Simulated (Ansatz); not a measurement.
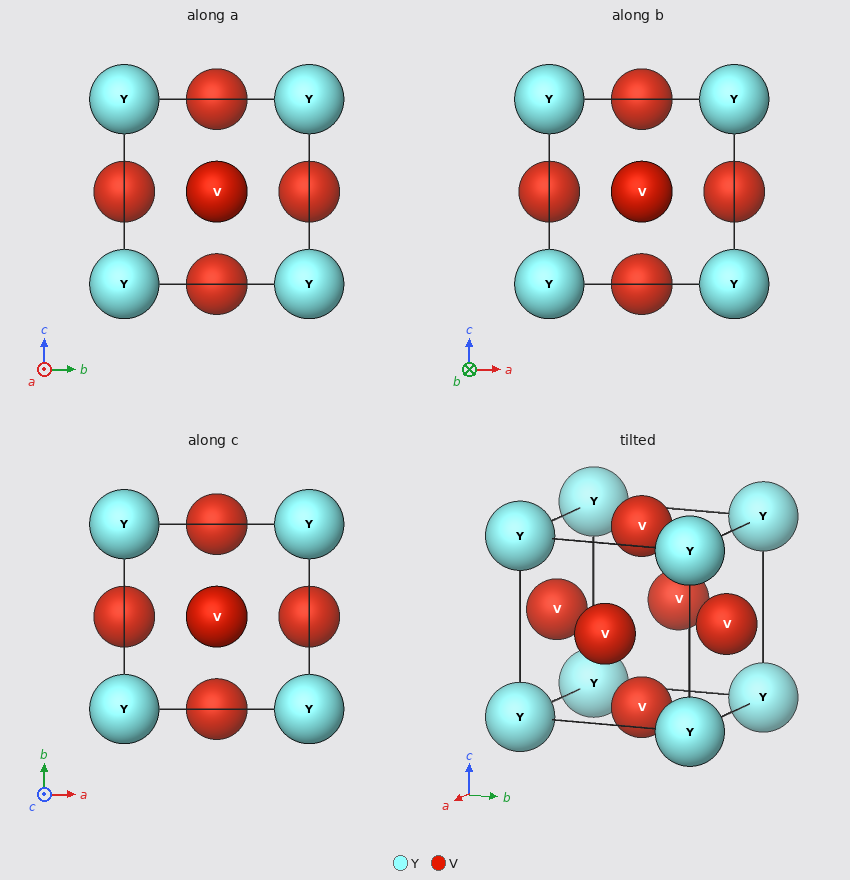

We look at a spheres-only model of the crystal along the a axis, along the b axis, along the c axis and slightly off an axis. The edges of the conventional unit cell are marked.

Lattice parameters: a = 4.1167 Å, b = 4.1167 Å, c = 4.1167 Å, α = 90.000°, β = 90.000°, γ = 90.000°.

Reconstruct the structure as a CIF with its space group and independent sites.

Answer.
```cif
data_structure
_symmetry_space_group_name_H-M 'P m -3 m'
_symmetry_Int_Tables_number 221
_cell_length_a 4.1167
_cell_length_b 4.1167
_cell_length_c 4.1167
_cell_angle_alpha 90.000
_cell_angle_beta 90.000
_cell_angle_gamma 90.000
_cell_volume 69.77
loop_
_atom_site_label
_atom_site_type_symbol
_atom_site_symmetry_multiplicity
_atom_site_Wyckoff_symbol
_atom_site_fract_x
_atom_site_fract_y
_atom_site_fract_z
_atom_site_occupancy
Y1 Y 1 a 0.0000 0.0000 0.0000 1
V1 V 3 c 0.0000 0.5000 0.5000 1
```

Provenance: a structure type filled with these elements by a generator (whether the compound takes this form wasn't checked). The geometry was optimised with Ansatz 0.2.0, DFT PBE, scalar-relativistic, plane waves, PAW.
